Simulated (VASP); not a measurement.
Band structure of Cd₂Hg₂Se₄ (ordered alloy cell). All values below come from PBEsol GGA, VASP's PBE PAW potentials (set 64) (plane waves; VASP).

Unless said otherwise, spin-orbit coupling is left out, though it shifts the bands of the heavy elements here.

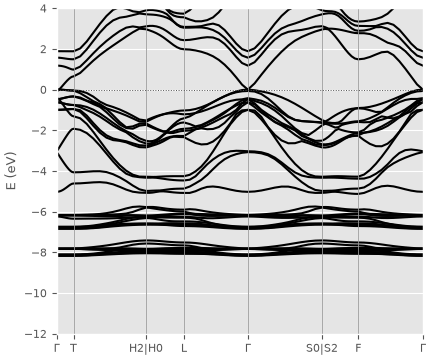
Bands along high-symmetry lines, zero at the valence-band maximum or, without a gap, the Fermi level

**Question.** Read the plot: is there a gap, and where are the band edges?

**Answer.** It has no gap at this level: it comes out as a metal or semimetal. (Edges off the drawn lines would not show.)

The structure was generated: Cd2Hg2Se4 was put into an ordered model structure (R3m), which need not be its known phase. It was relaxed first.
